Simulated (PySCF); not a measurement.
# ZrOCl₂: singlet, from a T-shaped (ligand arrangement 1) start

Aim: relax ZrOCl₂ as a singlet from a T-shaped (ligand arrangement 1) start, check by its vibrations whether the end is a minimum, and collect its spectrum and constants.

The runs use PySCF 2.14.0; PBE0, basis Zr def2-SVP with ECP28, O def2-SVP, Cl def2-SVP, scalar-relativistic core potentials, no spin–orbit coupling, density fitting.

### 1 The starting structure

4 atoms, charge 0, spin multiplicity 1.

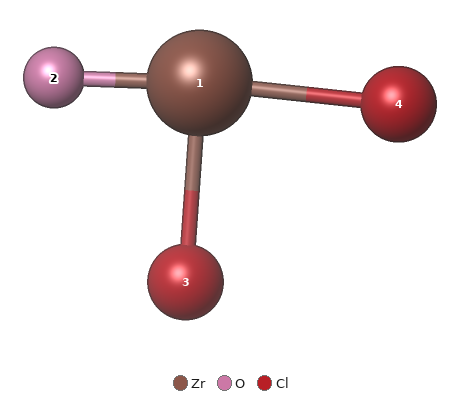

Start geometry, drawn with zirconium brown, oxygen pink, chlorine red; atoms are numbered from 1 in the order of the file.

```xyz
4
charge 0 multiplicity 1
Zr    0.0000    0.0000    0.0000
O    -1.8389    0.0000    0.0642
Cl    0.0000    0.0000    2.5300
Cl    2.5285    0.0000    0.0883
```

### 2 First SCF at the start

One driver script runs all steps and calls PySCF; scf.py shows how it sets up the SCF of each step. The optimiser is the driver's own. After this first run the driver tries any further starts and a stability analysis.

The input, scf.py:

```python
from pyscf import gto, scf, dft
mol = gto.M(atom='''
Zr     0.000000     0.000000     0.000000
O     -1.838900     0.000000     0.064200
Cl     0.000000     0.000000     2.530000
Cl     2.528500     0.000000     0.088300''',
    basis={'Zr': 'def2-SVP', 'O': 'def2-SVP', 'Cl': 'def2-SVP'},
    ecp={'Zr': 'def2-SVP'},
    charge=0, spin=0)
mf = dft.RKS(mol, xc='PBE0')
mf.grids.atom_grid = (50, 194)
aux = {'Zr': 'def2-universal-JKFIT', 'O': 'def2-universal-JKFIT', 'Cl': 'def2-universal-JKFIT'}
mf = mf.density_fit(auxbasis=aux)
mf.conv_tol = 1e-08
mf.diis_space = 10
mf.max_cycle = 60
mf.init_guess = 'minao'
mf.verbose = 4
mf.kernel()
```

On the command line:

```console
> OMP_NUM_THREADS=2 python axn.py task.json out
```

The runs that follow: T-shaped (ligand arrangement 1) start, singlet: relaxation; Hessian and properties.

Q: Predict the outcome of this session. Wanted: minimum; geometry; wavenumbers; dipole moment; highest occupied, lowest empty level; polar-tensor charge of Zr1; zero-point energy; atomisation energy.

The runs gave:

| quantity | value |
| --- | --- |
| minimum | singlet, C2v |
| geometry | Zr–Cl 2.386 Å (×2), Zr–O 1.725 Å; Cl–Zr–Cl 129.4°, Cl–Zr–O 115.3° (×2) |
| wavenumbers (cm⁻¹) | 41 (b1), 95 (a1), 193 (b2), 363 (a1), 432 (b2), 1002 (a1) |
| dipole moment | 1.27 D |
| highest occupied, lowest empty level | -9.06, -3.54 eV |
| polar-tensor charge of Zr1 | +2.24 e |
| zero-point energy | 12.7 kJ/mol |
| entropy at 298.15 K | 339.4 J/(mol K) |
| atomisation energy (no zero-point energy) | 1732 kJ/mol |

**Reading.** From Cs at the start the molecule goes to a C2v minimum. The strongest infrared band lies at 1002 cm⁻¹ (a1, stretch). Only this shape and spin were tried, so other structures or states may lie lower.
